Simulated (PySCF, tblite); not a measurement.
**C₈H₆F₂+ (doublet): geometry, infrared bands and EPR parameters**

Aim: predict the infrared bands and EPR parameters of C₈H₆F₂+ (doublet) (`[CH+]=[C][C@@]12C[C@H]3[C@@H]1[C@@H]2C3(F)F`).

The runs use tblite 0.8.0 and PySCF 2.14.0, with density-fitted response routines of our own; the level of theory stands in each step. All values are computed, except where a source is named. Atoms are numbered from 0 throughout.

## Step 1: The molecule as given

16 atoms, charge 1, multiplicity 2; geometry from: force field or distance geometry start.

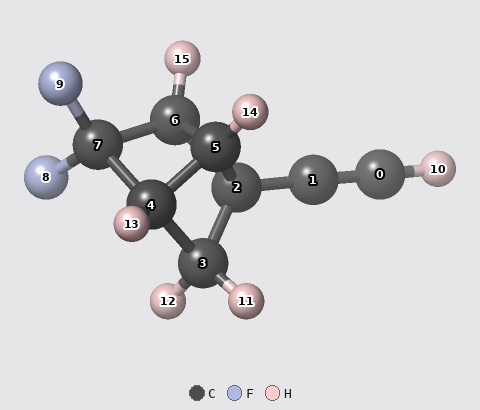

As it starts; carbon dark grey, fluorine light blue, hydrogen pink, atoms numbered.

## Step 2: Geometry optimisation with GFN2-xTB

Job settings and geometry (Å):

```
{"job": {"kind": "relax", "xc": "GFN2-xTB", "basis": "xTB"}, "charge": 1, "multiplicity": 2}
C      3.085300     1.047000    -0.027300
C      1.959000     0.608200    -0.091100
C      0.658700     0.073600    -0.145900
C      0.327500    -1.374700    -0.065000
C     -1.065200    -0.878600     0.538100
C     -0.325600     0.303700     0.934400
C     -0.576300     0.910600    -0.396800
C     -1.811900     0.100700    -0.463200
F     -2.064300    -0.354800    -1.710400
F     -2.901700     0.757500    -0.003400
H      4.061100     1.445200     0.019200
H      0.928600    -1.969900     0.648700
H      0.250600    -1.918200    -0.996500
H     -1.625100    -1.503200     1.213100
H     -0.255700     0.785900     1.889500
H     -0.652600     1.975900    -0.463600
```

Run with:

```bash
$ OMP_NUM_THREADS=1 python probes_run.py task.json out
```

One launch serves the whole session: the jobs run in the order shown.

Log:

```text
step      E/eV     max force
  0    -788.60627    4.327
  1    -788.91845    2.462
  2    -789.13809    1.472
  3    -789.19624    4.715
  4    -789.34257    1.063
  5    -789.37929    0.590
  6    -789.42638    0.380
  7    -789.45285    0.396
  8    -789.47676    0.327
  9    -789.49387    0.360
 10    -789.50752    0.322
 11    -789.51760    0.260
 12    -789.52389    0.195
 13    -789.52838    0.167
 14    -789.53296    0.215
 15    -789.53863    0.220
 16    -789.54576    0.268
 17    -789.55313    0.236
 18    -789.55884    0.167
 19    -789.56235    0.154
 20    -789.56429    0.117
 21    -789.56555    0.073
 22    -789.56661    0.066
 23    -789.56758    0.097
 24    -789.56843    0.090
 25    -789.56903    0.044
 26    -789.56942    0.042
 27    -789.56976    0.053
 28    -789.57023    0.078
 29    -789.57092    0.083
 30    -789.57178    0.093
 31    -789.57259    0.084
 32    -789.57326    0.059
 33    -789.57391    0.059
 34    -789.57471    0.097
 35    -789.57567    0.115
 36    -789.57663    0.099
 37    -789.57747    0.073
 38    -789.57818    0.066
 39    -789.57876    0.071
 40    -789.57916    0.056
 41    -789.57943    0.040
 42    -789.57964    0.033
 43    -789.57981    0.027
 44    -789.57991    0.020
 45    -789.57997    0.018
 46    -789.58001    0.013
 47    -789.58005    0.015
 48    -789.58009    0.013
 49    -789.58012    0.013
 50    -789.58015    0.014
 51    -789.58018    0.013
 52    -789.58021    0.013
 53    -789.58023    0.010
 54    -789.58024    0.009
```

It took 0.37 s on 1 thread of Arm Neoverse V1, shared host.

Step by step: (not every step is listed)

| step | energy from step 0 (eV) | largest force (eV/Å) |
| --- | --- | --- |
| 0 | 0.0000 | 4.3267 |
| 1 | -0.3122 | 2.4620 |
| 2 | -0.5318 | 1.4724 |
| 3 | -0.5900 | 4.7148 |
| 4 | -0.7363 | 1.0629 |
| 5 | -0.7730 | 0.5903 |
| 6 | -0.8201 | 0.3804 |
| 7 | -0.8466 | 0.3959 |
| 8 | -0.8705 | 0.3274 |
| 12 | -0.9176 | 0.1948 |
| 16 | -0.9395 | 0.2684 |
| 20 | -0.9580 | 0.1166 |
| 24 | -0.9622 | 0.0902 |
| 28 | -0.9640 | 0.0776 |
| 32 | -0.9670 | 0.0591 |
| 36 | -0.9704 | 0.0994 |
| 40 | -0.9729 | 0.0560 |
| 44 | -0.9736 | 0.0198 |
| 48 | -0.9738 | 0.0131 |
| 49 | -0.9738 | 0.0131 |
| 50 | -0.9739 | 0.0141 |
| 51 | -0.9739 | 0.0133 |
| 52 | -0.9739 | 0.0133 |
| 53 | -0.9740 | 0.0100 |
| 54 | -0.9740 | 0.0094 |

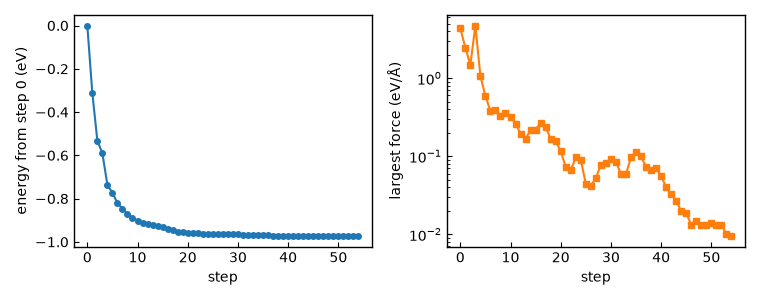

Energy and largest force along the relaxation.

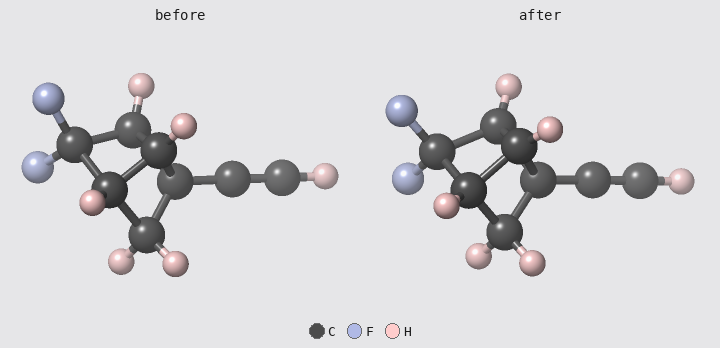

The geometry before (left) and after (right).

Close pairs (by a distance rule), those that changed most:

| bond | before (Å) | after (Å) | change (Å) |
| --- | --- | --- | --- |
| C2–C5 | 1.479 | 1.629 | +0.149 |
| C4–C5 | 1.450 | 1.529 | +0.080 |
| C6–C7 | 1.479 | 1.544 | +0.066 |
| C3–C4 | 1.597 | 1.537 | -0.060 |
| C4–C7 | 1.587 | 1.547 | -0.040 |
| C2–C3 | 1.488 | 1.509 | +0.021 |
| C1–C2 | 1.407 | 1.387 | -0.020 |
| C7–F9 | 1.353 | 1.334 | -0.019 |

The next job starts from the end point, and lists it.

## Step 3: Vibrational analysis with GFN2-xTB

Job settings and geometry (Å):

```
{"job": {"kind": "ir", "xc": "GFN2-xTB", "basis": "xTB"}, "charge": 1, "multiplicity": 2}
C      3.088326     1.043136    -0.179200
C      1.951241     0.627756    -0.098046
C      0.656015     0.134927    -0.032170
C      0.217555    -1.308614    -0.018603
C     -1.124288    -0.875163     0.592241
C     -0.445152     0.379627     1.142934
C     -0.576572     1.015311    -0.184411
C     -1.710927     0.023088    -0.522128
F     -1.752459    -0.469623    -1.763834
F     -2.910748     0.535936    -0.246409
H      4.078113     1.405546    -0.247796
H      0.835548    -1.937651     0.622117
H      0.133868    -1.780760    -1.005699
H     -1.743164    -1.568810     1.147406
H     -0.202444     0.727734     2.130895
H     -0.502510     2.056503    -0.457464
```

Log:

```text
mode    cm-1     km/mol
  1      93.3      2.10
  2     127.9      0.44
  3     205.5      2.90
  4     240.8      0.82
  5     321.6     16.03
  6     367.3     22.88
  7     427.1      5.65
  8     451.6      2.41
  9     480.1      5.64
 10     509.8      9.84
 11     549.5     12.61
 12     601.9     11.13
 13     652.0     13.27
 14     663.3     22.01
 15     692.9     16.38
 16     714.9     11.41
 17     808.5     18.34
 18     846.7      4.70
 19     909.0     22.15
 20     922.9     12.25
 21     959.0     11.81
 22     972.0     25.63
 23     979.1      9.83
 24     995.1      8.75
 25    1015.3     78.33
 26    1067.7      6.69
 27    1096.3     42.51
 28    1120.4     80.61
 29    1145.5     23.80
 30    1152.3    126.67
 31    1209.4     13.43
 32    1247.8    249.65
 33    1277.9     12.64
 34    1360.4     25.54
 35    1372.8     68.13
 36    2156.7    322.88
 37    2901.6     50.01
 38    3004.3     10.47
 39    3069.8     14.45
 40    3100.9      8.81
 41    3122.2     17.80
 42    3314.3    176.10
```

Wall time 0.57 s (1 thread of Arm Neoverse V1, shared host).

The strongest bands and the atoms that carry them (share of the mass-weighted mode):

| cm⁻¹ | km/mol | atoms |
| --- | --- | --- |
| 1015 | 78.3 | H12 21 %, H11 16 %, C7 16 %, H13 16 % |
| 1120 | 80.6 | C4 22 %, C7 14 %, H13 10 % |
| 1152 | 126.7 | C7 39 %, H13 16 %, C4 12 % |
| 1248 | 249.7 | C7 56 %, C4 13 % |
| 1373 | 68.1 | H11 47 %, H12 42 % |
| 2157 | 322.9 | C1 60 %, C0 30 % |
| 2902 | 50.0 | H12 93 % |
| 3314 | 176.1 | H10 86 %, C0 13 % |

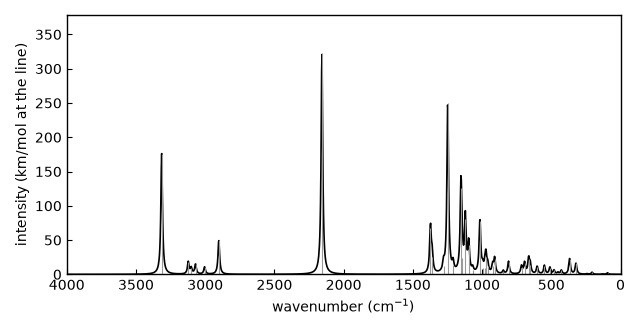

The infrared spectrum from these modes, unscaled. Lines are broadened to a width of 14 cm⁻¹ (Lorentzian).

## Step 4: g tensor and hyperfine couplings: B3LYP/pcH-1

Same as in step 3 but for these lines:

```diff
@@ -1,2 +1,2 @@
-{"job": {"kind": "ir", "xc": "GFN2-xTB", "basis": "xTB"}, "charge": 1, "multiplicity": 2}
+{"job": {"kind": "epr", "basis": "pcH-1"}, "charge": 1, "multiplicity": 2}
 C      3.088326     1.043136    -0.179200
```

With the program's defaults for keys left out, this is: UKS B3LYP, pcH-1 on C F H, non-relativistic, mean-field spin-orbit, GIAO.

Log:

```text
UKS, coarse grid
  cycle   1  E = -507.56501605  |g| = 5.75e-01
  cycle   2  E = -507.31652196  |g| = 1.01e+00
  cycle   3  E = -507.66954404  |g| = 1.60e-01
  cycle   4  E = -507.67983668  |g| = 8.91e-02
  cycle   5  E = -507.68385208  |g| = 2.84e-02
  cycle   6  E = -507.68421804  |g| = 7.74e-03
  cycle   7  E = -507.68426299  |g| = 3.82e-03
  cycle   8  E = -507.68427723  |g| = 1.83e-03
  cycle   9  E = -507.68428406  |g| = 6.85e-04
UKS, final grid
  cycle   1  E = -507.68426538  |g| = 7.03e-04
  cycle   2  E = -507.68426541  |g| = 9.15e-04
  cycle   3  E = -507.68426583  |g| = 1.62e-04
  cycle   4  E = -507.68426589  |g| = 1.45e-04
  cycle   5  E = -507.68426592  |g| = 8.48e-05
  cycle   6  E = -507.68426593  |g| = 2.63e-05
E = -507.68426593 Eh   <S^2> = 0.7617 (exact 0.7500)
g shifts (ppm)      1          2          3
  rmc          -163       -163       -163
  gc             13         16         24
  oz_so         326       1274       4527
  total         177       1128       4389
hyperfine (MHz)  atom isotope    a_iso     a_fc   dipolar eigenvalues
    0   13C      28.15      28.15    -34.04    -29.34     63.38
    1   13C     -30.76     -30.76    -10.05      3.16      6.89
    2   13C      16.69      16.69    -25.58    -24.30     49.87
    3   13C      13.85      13.85     -6.15     -5.11     11.25
    4   13C      -3.71      -3.71     -3.50     -1.43      4.92
    5   13C      27.93      27.93    -33.32    -33.10     66.42
    6   13C     -13.25     -13.25    -11.39     -4.45     15.84
    7   13C      50.73      50.73     -3.02     -2.03      5.05
    8   19F      10.87      10.87    -12.05     -9.88     21.93
    9   19F      11.79      11.79    -19.51    -18.06     37.57
   10    1H     -32.45     -32.45    -14.99     -3.18     18.17
   11    1H      16.13      16.13     -3.73     -3.09      6.83
   12    1H     128.53     128.53     -3.82     -2.78      6.61
   13    1H       9.05       9.05     -2.29     -1.86      4.16
   14    1H     -12.57     -12.57    -15.77     -1.70     17.47
   15    1H      15.51      15.51     -4.24     -0.30      4.54
```

It took 1.8 min on 1 thread of Arm Neoverse V1, shared host; peak memory 1.1 GiB.

Principal g values 2.00250, 2.00345, 2.00671; g(iso) = 2.00422, against 2.00232 for a free electron.

Hyperfine couplings, nucleus by nucleus at this fixed geometry (no averaging over rotations):

| nuclei | isotope | a(iso) (MHz) | a(iso) (G, at g = 2.0023) | largest dipolar term (MHz) |
| --- | --- | --- | --- | --- |
| H12 | 1H | 128.5 | 45.9 | 6.6 |
| C7 | 13C | 50.7 | 18.1 | 5.0 |
| H10 | 1H | -32.4 | -11.6 | 18.2 |
| C1 | 13C | -30.8 | -11.0 | -10.1 |
| C0 | 13C | 28.2 | 10.0 | 63.4 |
| C5 | 13C | 27.9 | 10.0 | 66.4 |
| C2 | 13C | 16.7 | 6.0 | 49.9 |
| H11 | 1H | 16.1 | 5.8 | 6.8 |
| H15 | 1H | 15.5 | 5.5 | 4.5 |
| C3 | 13C | 13.9 | 4.9 | 11.3 |
| C6 | 13C | -13.3 | -4.7 | 15.8 |
| H14 | 1H | -12.6 | -4.5 | 17.5 |
| F9 | 19F | 11.8 | 4.2 | 37.6 |
| F8 | 19F | 10.9 | 3.9 | 21.9 |

Mulliken spin populations:

C0 0.39; C1 -0.04; C2 0.22; C3 0.01; C4 -0.01; C5 0.33; C6 0.01; C7 0.03; F8 0.00; F9 0.01; H10 -0.01; H11 0.00; H12 0.05; H13 0.00; H14 -0.01; H15 0.00

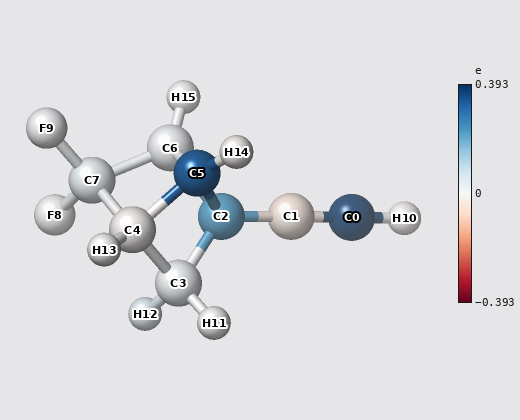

Mulliken spin populations, as colours on the atoms.

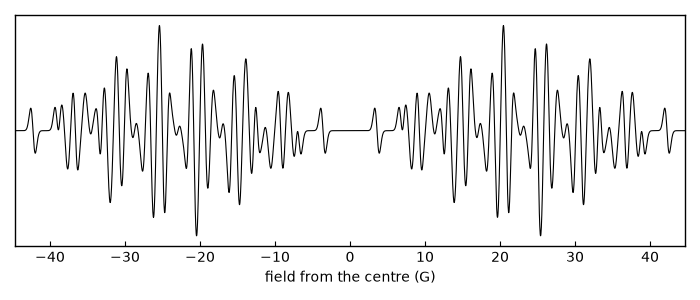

First-order isotropic spectrum (first derivative, main isotopes with spin only, couplings over 0.8 MHz, Gaussian width 0.3 G; couplings of the frozen geometry, rotation of groups not averaged beyond the rows shown).

The fields below are evaluated on a grid from the run's orbitals.

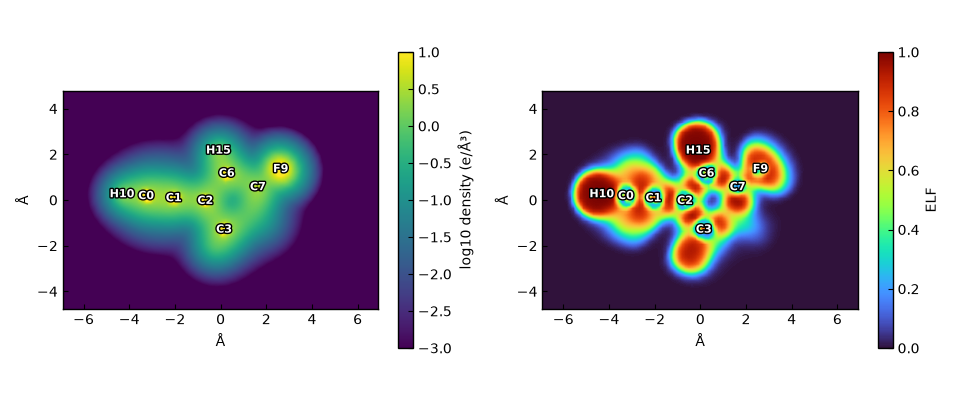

Density (left) and ELF (right) in a plane through or near 9 of the atoms.

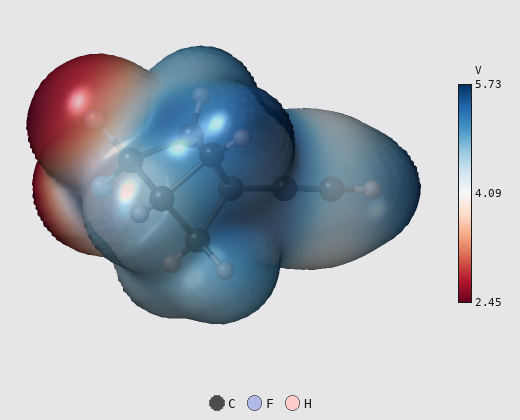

The potential that a unit positive charge feels on the 0.002 e/bohr³ surface, from 2.45 V near F9 to 5.73 V near H14.

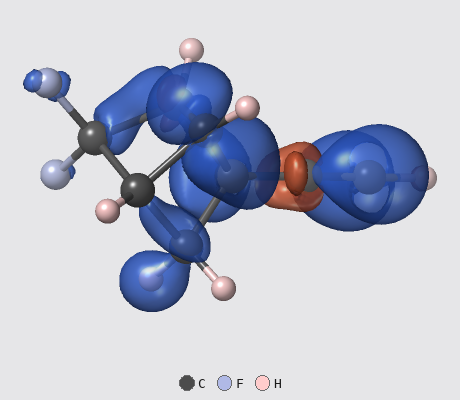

Spin density at ±0.02 e/Å³ (alpha excess blue, beta excess red).

## Step 5: Outcome

```
                                 quantity                  value
strongest single infrared mode (GFN2-xTB)  2157 cm⁻¹, 323 km/mol
             zero-point energy (GFN2-xTB)          68.9 kcal/mol
                           g(iso) (B3LYP)                2.00422
                                     ⟨S²⟩     0.762 (exact 0.75)
                           largest a(iso)   1H on H12, 128.5 MHz
```

In words: Over 54 steps the energy fell by 0.974 eV; of the close pairs, C2–C5 changed most, 1.479 to 1.629 Å. All 42 modes are real, so the xTB geometry is a minimum. The strongest single mode, at 2157 cm⁻¹, moves mainly C1 and C0. Unscaled tight-binding wavenumbers are off by several per cent, some by more. Its intensities can rank the bands wrongly. The largest spin populations lie on C0 (0.39 e), C5 (0.33 e). The isotropic g lies 1.9 ppt above the free-electron value.
